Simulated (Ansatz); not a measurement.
**Converging the k-point mesh at a smearing width of 0.02 eV: Sr₂Mg (I4mm, 3 atoms in the cell)**

```
CELL_PARAMETERS angstrom
     -2.12880     2.12880     7.28373
      2.12880    -2.12880     7.28373
      2.12880     2.12880    -7.28373
ATOMIC_POSITIONS crystal
  Sr 0.36146 0.36146 0.00000
  Sr 0.64197 0.64197 0.00000
  Mg 0.00000 0.00000 0.00000
```

Method of the run: PBEsol, default PAW files made with PBE (plane waves; Ansatz, a quantum-chemistry and plane-wave program).

Base settings: basis.ecutwfc = 420 eV; kpoints.mp_grid.grid = 9 9 9; hamiltonian.xc = pbesol; hamiltonian.pseudopotentials = {kind: paw} (the program's default PAW files); scf.occupations.method = gaussian; scf.occupations.width = 0.1 eV.

In this ladder: scf.occupations.width = 0.02 eV.

Only quantities that move along the ladder and can be compared are tabulated.

The count of work is k-points × plane waves × bands × iterations; it is no time. Core times come from one kind of shared machine, to one figure; runs under 30 s give none.

The starting cell comes from a database of computed structures (which also holds hypothetical and non-ambient phases and stackings), without a prior relaxation at this level. Its lattice was rescaled by up to half a per cent. One atom was moved a little off its site on purpose. Ansatz's pressure includes its estimate of the finite-basis (Pulay) stress.

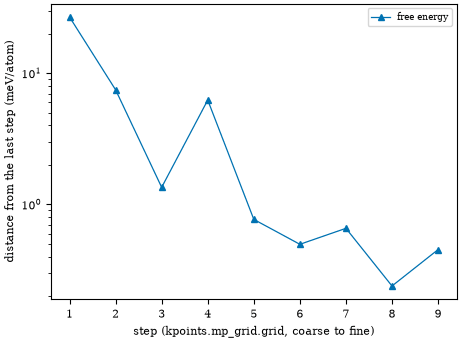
*Distance from the last step along the ladder; very small values are drawn at a floor.*

| kpoints.mp_grid.grid | free energy less the last step's (meV/atom) | pressure (GPa) | largest difference of a force vector from the last step's (eV/Å) | count of work / last | core time / last (rough) |
|---|---|---|---|---|---|
| 4 4 4 | 26.82 | -0.98 | 0.167 | 0.011 | – |
| 5 5 5 | -7.48 | -1.04 | 0.017 | 0.014 | – |
| 6 6 6 | -1.35 | -1.06 | 0.035 | 0.026 | – |
| 7 7 7 | 6.25 | -1.00 | 0.031 | 0.030 | – |
| 8 8 8 | 0.77 | -1.04 | 0.002 | 0.044 | – |
| 10 10 10 | 0.50 | -1.03 | 0.002 | 0.089 | – |
| 12 12 12 | 0.66 | -1.10 | 0.008 | 0.12 | 0.1 |
| 14 14 14 | -0.24 | -1.05 | 0.007 | 0.18 | 0.2 |
| 18 18 18 | -0.45 | -1.07 | 0.004 | 0.36 | 0.4 |
| 26 26 26 | 0.00 | -1.06 | 0.000 | 1.0 | 1 |

Coarsest kpoints.mp_grid.grid that holds the free energy within 1 meV/atom of the last step, with all finer ones: 8 8 8, at 0.044 of the last step's count of work; the step before is off by 6.2 meV/atom.

Coarsest kpoints.mp_grid.grid that holds the pressure within 0.05 GPa of the last step, with all finer ones: 8 8 8, at 0.044 of the last step's count of work; the step before is off by 0.06 GPa.

Coarsest kpoints.mp_grid.grid that holds the forces within 0.02 eV/Å of the last step, with all finer ones: 8 8 8, at 0.044 of the last step's count of work; the step before is off by 0.031 eV/Å.

Keys are those of Ansatz 0.2.
